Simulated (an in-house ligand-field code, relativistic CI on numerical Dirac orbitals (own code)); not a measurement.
**d6 to d9 in a ligand field: terms by electron count**

Which terms of d6 to d9 lie lowest for given Racah parameters and ligand field?

Method: parametric ligand-field model of a d^n configuration (Racah B and C, spin-orbit zeta, crystal field), exact diagonalisation. Code: an in-house ligand-field code version 1.

## 1. The system

* shell: d6 to d9
* set 1 (cm⁻¹): d6: B = 540, C = 2100, Oh, 10Dq = 31800
* set 2 (cm⁻¹): d7: B = 540, C = 2100, Oh, 10Dq = 31800
* set 3 (cm⁻¹): d8: B = 540, C = 2100, Oh, 10Dq = 31800
* set 4 (cm⁻¹): d9: B = 540, C = 2100, Oh, 10Dq = 31800

## 2. Set 1

The run's settings:

```ini
n = 6
racah_B = 540  # cm-1
racah_C = 2100  # cm-1
zeta = 0  # cm-1
symmetry = Oh
field = {"10Dq": 31800}  # cm-1
```

Run with:

```
$ python run_levels.py task.json out
```

task.json lists these runs, among others, and the program works through them in turn.

Results of the run (chosen fields of its result record, rounded):

```text
{
  "status": "converged",
  "terms [E_cm, degeneracy, irrep, S, n_eg]": [
    [0, 1, "A1", 0, 0.01672],
    [25773.582, 9, "T1", 1, 1.011],
    [29678.953, 9, "T2", 1, 1.026],
    [30207.564, 3, "T1", 0, 1.006],
    [38037.117, 3, "T2", 0, 1.033],
    [44849.644, 15, "T2", 2, 2],
    [55995.762, 9, "T1", 1, 2.001],
    [56770.269, 9, "T2", 1, 2],
    [58487.4, 6, "E", 1, 2.005],
    [59033.475, 9, "T1", 1, 2.016],
    [60675.11, 9, "T2", 1, 1.996],
    [61370.233, 3, "T2", 0, 1.995],
    [61619.864, 2, "E", 0, 2.001],
    [62333.981, 1, "A1", 0, 2.002]
  ],
  "n_levels_all": 43
}
```

Wall time 0.31 s (1 thread of Intel Xeon 6975P-C, shared host).

## 3. Set 2

Changes to the settings of step 2:

```diff
@@ -1,2 +1,2 @@
-n = 6
+n = 7
 racah_B = 540  # cm-1
```

Results of the run:

```text
{
  "status": "converged",
  "terms [E_cm, degeneracy, irrep, S, n_eg]": [
    [0, 4, "E", 0.5, 1.011],
    [21385.677, 12, "T1", 1.5, 2.008],
    [30088.233, 6, "T1", 0.5, 2.001],
    [30610.143, 6, "T2", 0.5, 2.004],
    [34019.435, 6, "T1", 0.5, 2.013],
    [43246.417, 6, "T2", 0.5, 2.048],
    [51849.825, 12, "T2", 1.5, 3],
    [58613.973, 12, "T1", 1.5, 2.992],
    [60309.825, 2, "A1", 0.5, 3],
    [62341.231, 6, "T1", 0.5, 3],
    [63136.949, 6, "T2", 0.5, 2.974],
    [63520.64, 4, "E", 0.5, 3],
    [67135.765, 6, "T1", 0.5, 2.995],
    [68074.864, 6, "T2", 0.5, 3.023]
  ],
  "n_levels_all": 20
}
```

Wall time 0.15 s (1 thread of Intel Xeon 6975P-C, shared host).

## 4. Set 3

Changes to the settings of step 3:

```diff
@@ -1,2 +1,2 @@
-n = 7
+n = 8
 racah_B = 540  # cm-1
```

Results of the run:

```text
{
  "status": "converged",
  "terms [E_cm, degeneracy, irrep, S, n_eg]": [
    [0, 3, "A2", 1, 2],
    [8465.4907, 2, "E", 0, 2.002],
    [16143.465, 1, "A1", 0, 2.026],
    [31800, 9, "T2", 1, 3],
    [37895.813, 9, "T1", 1, 3.014],
    [40212.159, 3, "T2", 0, 3.003],
    [42480, 3, "T1", 0, 3],
    [65604.187, 9, "T1", 1, 3.986],
    [72714.509, 2, "E", 0, 3.998],
    [72767.841, 3, "T2", 0, 3.997],
    [84716.535, 1, "A1", 0, 3.974]
  ],
  "n_levels_all": 11
}
```

Run time: 0.085 s. Hardware: 1 thread of Intel Xeon 6975P-C, shared host.

## 5. Set 4

Changes to the settings of step 4:

```diff
@@ -1,2 +1,2 @@
-n = 8
+n = 9
 racah_B = 540  # cm-1
```

Results of the run:

```text
{
  "status": "converged",
  "terms [E_cm, degeneracy, irrep, S, n_eg]": [
    [0, 4, "E", 0.5, 3],
    [31800, 6, "T2", 0.5, 4]
  ],
  "n_levels_all": 2
}
```

Wall time 0.063 s (1 thread of Intel Xeon 6975P-C, shared host).

## 6. Comparison

| set | 10Dq/B (size) | lowest | S | electrons in z² and x²-y² | first level of the same spin (cm⁻¹) |
| --- | --- | --- | --- | --- | --- |
| 1: Oh, d6 | 58.9 | 1A1 | 0.00 | 0.02 | 1T1 30208 |
| 2: Oh, d7 | 58.9 | 2E | 0.50 | 1.01 | 2T1 30088 |
| 3: Oh, d8 | 58.9 | 3A2 | 1.00 | 2.00 | 3T2 31800 |
| 4: Oh, d9 | 58.9 | 2E | 0.50 | 3.00 | 2T2 31800 |

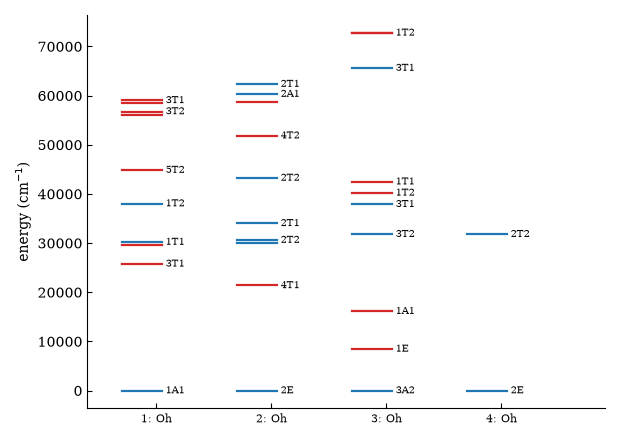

The lowest levels of each set; blue lies within 0.3 of the lowest level's S, red farther.

## 7. Summary of results

| quantity | value |
| --- | --- |
| lowest terms | 1: 1A1, 2: 2E, 3: 3A2, 4: 2E |
| sets at their largest spin, of those that allow S over 1 | none |

In words: 2 of 4 sets have the highest spin that their shell allows. B, C and the field are free parameters here, not those of a compound.
